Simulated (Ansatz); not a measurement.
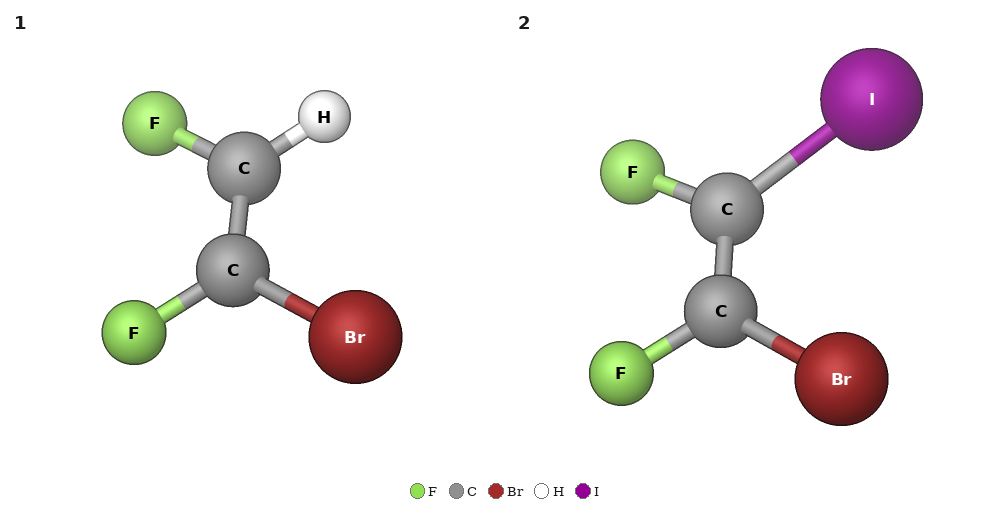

2 molecules with one skeleton, seen from the same side and at one scale. Each species is neutral and a spin singlet. Computed geometries: PBE0-D4/def2-TZVP optimisations, one conformation each. Properties computed with Ansatz 0.2.0. Elements past Kr carry core potentials.

One atom differs, called X below: H in panel 1, I in panel 2. Their formulas are C2HBrF2 (`F/C=C(\F)Br`), C2BrF2I (`F/C(Br)=C(\F)I`).

> In which is the HOMO energy (Kohn–Sham orbital) higher (PBE0-D4/def2-TZVPP)?

In panel 2 (X = I).

> In which is the length of X–C larger (PBE0-D4/def2-TZVP)?

In panel 2 (X = I).

Give the values. With PBE0-D4/def2-TZVP: length of X–C (Å), angle C–C–X (°). With PBE0-D4/def2-TZVPP: HOMO energy (Kohn–Sham orbital) (eV), HOMO–LUMO gap (eV). With ωB97M-V/def2-TZVPP: dipole moment (D).

```csv
quantity,1 (H),2 (I),2 − 1
length of X–C (Å),1.080,2.055,+0.975
angle C–C–X (°),123.5,126.3,+2.8
HOMO energy (Kohn–Sham orbital) (eV),−7.42,−7.15,+0.27
HOMO–LUMO gap (eV),7.14,5.79,−1.35
dipole moment (D),1.52,1.43,−0.09
```
